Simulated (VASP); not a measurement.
Band structure of C (graphite). Computed with r2SCAN meta-GGA, VASP's PBE PAW potentials (set 64) (plane waves; VASP).

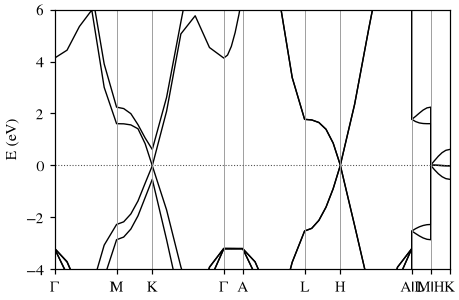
Bands along high-symmetry lines, zero at the valence-band maximum or, without a gap, the Fermi level

### Question
Read the plot: is there a gap, and where are the band edges?

### Answer
It has no gap at this level: it comes out as a metal or semimetal.

The compound is C in the graphite structure. It was relaxed first.
